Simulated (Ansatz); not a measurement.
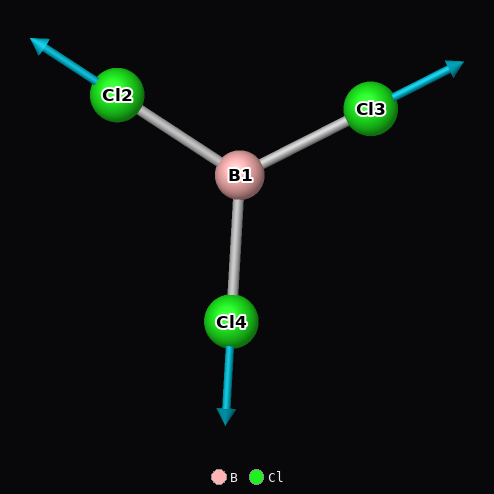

The arrows show one normal mode. Harmonic vibrations computed with RKS PBE0-D4/def2-TZVP (Ansatz 0.2.0) at a stationary point of the same level.

### What kind of motion is it?

Mostly in-phase stretching of 3 B–Cl bonds.

### Estimate its harmonic wavenumber.

476 cm⁻¹; it is mode 4 of 6 counted from the lowest.
